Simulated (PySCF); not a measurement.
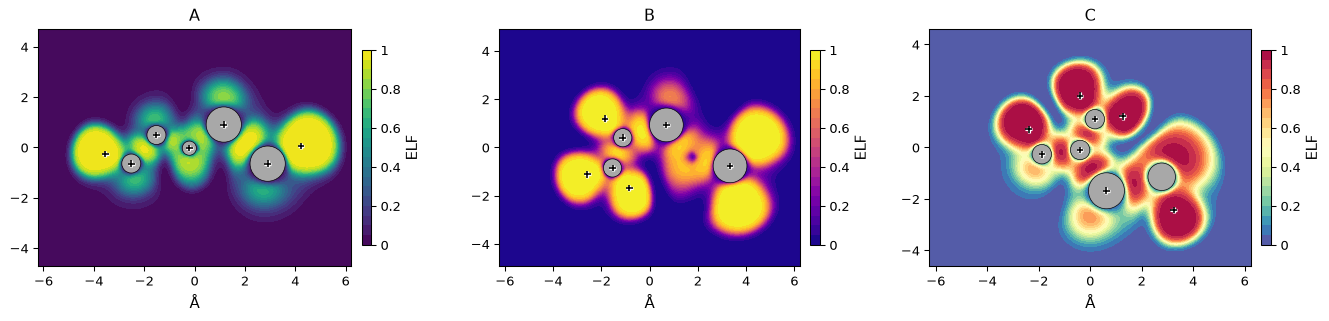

The electron localisation function of 3 systems, each on a plane through atoms (crosses mark nuclei in the plane; grey discs cover the cores).

Level of theory: PySCF 2.14.0, PBE0/pcSseg-1, SCF density, gas phase, non-relativistic.

System 1: C₅H₁₂FNSi₂, the plane of atoms Si3, C2 and H12. Geometry: GFN2-xTB.

```xyz
21

C     1.0066    2.0128   -1.8705
C     1.3308    1.6277   -0.6466
Si    0.1489    0.8361    0.5881
N    -1.4716    0.9721    0.0058
Si   -2.8431   -0.0699    0.2762
C     0.5313   -1.0158    0.7095
F    -0.1169   -1.6159    1.7770
C     1.8670   -1.6123    0.3879
C     0.6889   -1.8987   -0.4913
H     0.0052    1.8881   -2.2506
H     1.7152    2.4656   -2.5481
H     2.3508    1.7793   -0.3153
H     0.3425    1.4180    1.9260
H    -1.7040    1.8913   -0.3339
H    -3.9201    0.5428   -0.5070
H    -2.5045   -1.3945   -0.2353
H    -3.1950   -0.1222    1.6963
H     2.2226   -2.4082    1.0249
H     2.6421   -0.9551    0.0255
H     0.2555   -2.8864   -0.4423
H     0.6389   -1.4377   -1.4656
```

System 2: C₂H₁₁NOSi₂, the plane of atoms C1, C2 and O3. Geometry: PBE0-D3(BJ)/def2-SVP.

```xyz
17

C     2.8035   -0.1185   -0.4396
C     1.6272    0.5143    0.2661
O     0.4899   -0.3010    0.1138
Si   -1.0524    0.1757    0.5592
N    -1.6373    1.5963   -0.2208
Si   -2.3779   -1.6540   -0.0352
H     3.0082   -1.1160   -0.0233
H     3.7070    0.5003   -0.3290
H     2.5890   -0.2359   -1.5123
H     1.8572    0.6483    1.3417
H     1.4342    1.5242   -0.1462
H    -1.0626    0.5045    2.0205
H    -1.8376    1.6259   -1.2132
H    -1.5139    2.5214    0.1719
H    -1.7676   -2.9476    0.4001
H    -2.5480   -1.6866   -1.5233
H    -3.7369   -1.5391    0.5814
```

System 3: C₃H₁₀ClPSi₂ (SMILES C=C(C)[SiH2]P[SiH2]Cl), the plane of atoms C2, C3 and H10. Geometry: GFN2-xTB.

```xyz
17

C    -1.0717    0.6215    1.4855
C    -1.3137    0.2552    0.2343
C    -2.4203    0.8640   -0.5694
Si   -0.2911   -1.0821   -0.6199
P     1.4784   -1.5419    0.6803
Si    2.9300    0.0420    0.0841
Cl    2.3956    1.7553    0.9915
H    -1.6541    1.3769    1.9916
H    -0.2709    0.1786    2.0587
H    -2.9705    1.6024    0.0097
H    -3.1095    0.0897   -0.9019
H    -2.0169    1.3450   -1.4588
H     0.0928   -0.6362   -1.9714
H    -1.0433   -2.3369   -0.7589
H     2.0102   -2.4820   -0.1772
H     2.9949    0.3123   -1.3541
H     4.2531   -0.3518    0.5650
```

Match each panel to its system.

Panel A is system 2, C₂H₁₁NOSi₂: the plane holds C, O, Si and H. C–O (1.41 Å): the ELF peaks at about 0.90 between the atoms (a polar covalent bond). Panel B is system 1, C₅H₁₂FNSi₂: the plane holds C, Si and H. C–C (1.32 Å): the ELF peaks at about 0.95 between the atoms; a multiple bond. Panel C is system 3, C₃H₁₀ClPSi₂: the plane holds C, Si and H. C–C (1.33 Å): the ELF peaks at about 0.90 between the atoms; a multiple bond.
